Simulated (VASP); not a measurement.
Shape and ions are relaxed at each volume.

Energy against volume of Re (hcp). Method: MS2 meta-GGA, VASP's PBE PAW potentials (set 64) (plane waves; VASP).

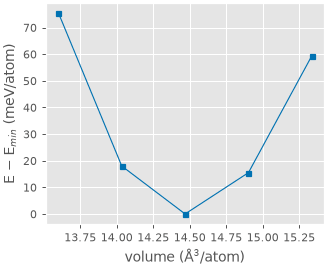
*Energy against volume*

Q: Estimate the equilibrium volume and the bulk modulus.

A: The minimum lies near 14.5 Å³/atom, and the curvature gives B0 of about 410 GPa.

Measured: bulk modulus 369 GPa at 0 K (computed value off by +11.3 %), as given by Vázquez-Parga, Fernández-Martínez, Viñes, J. Chem. Theory Comput. (2023), doi:10.1021/acs.jctc.3c00612, Supporting … [zero-point energy and finite temperature contributions removed].

The compound is Re in the hcp structure. It was relaxed first.
